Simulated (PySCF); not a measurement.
SMILES C[Si](C)(C)C[SiH2]Cl, singlet at its GFN2-xTB optimised geometry (Å):

```
20

Si    -0.8442     2.1092    -1.6183
Cl     1.0792     2.2392    -2.2258
C     -0.9573     1.1328     0.0000
Si    -0.2981    -0.6731     0.0000
C     -0.9391    -1.5313     1.5806
C     -0.9543    -1.5935    -1.5347
C      1.6064    -0.6731     0.0000
H     -1.3159     3.4840    -1.4358
H     -1.5933     1.4651    -2.6954
H     -0.4314     1.6843     0.7802
H     -2.0039     1.1171     0.3028
H     -2.0237    -1.5775     1.5961
H     -0.5685    -2.5491     1.6518
H     -0.6214    -1.0058     2.4760
H     -0.5282    -1.1867    -2.4466
H     -0.7026    -2.6490    -1.4985
H     -2.0347    -1.5178    -1.6137
H      1.9995    -0.1453    -0.8630
H      2.0039    -0.1889     0.8872
H      2.0014    -1.6843    -0.0249
```

Method: B3LYP/def2-SVP (PySCF 2.14.0).

Map of the electron localisation function on the plane z = 0.6 Å:

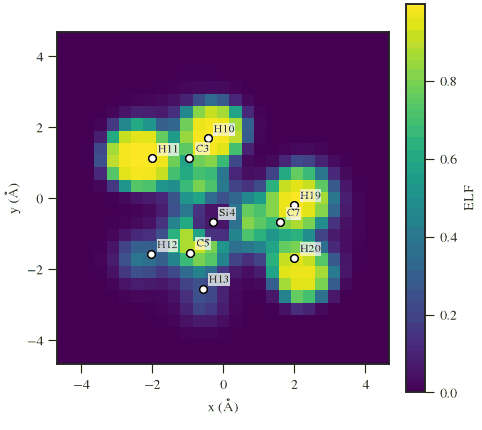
Fig. 1. Electron localisation function on the plane z = 0.6 Å.
